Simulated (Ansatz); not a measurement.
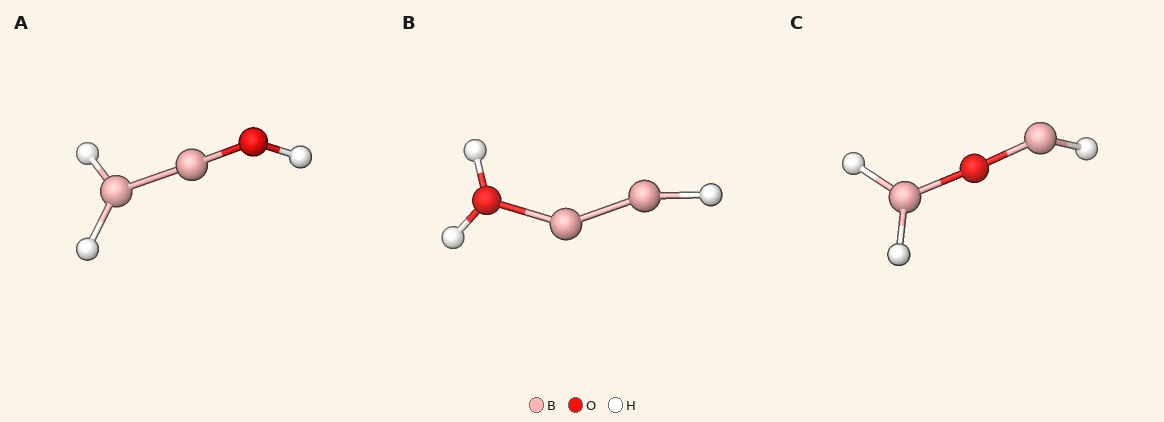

3 stationary structures of one formula. Charge 0, doublet. Geometries: PBE-D4/def2-SVP. Electronic energies: PBE-D4/def2-SVP (Ansatz 0.2.0), without zero-point energy. No frequency run is at hand to confirm each as a minimum.

**Rank them by energy, lowest first.**

C is lowest (Cs); A lies 0.413 eV above it, B lies 4.572 eV above it (C1).
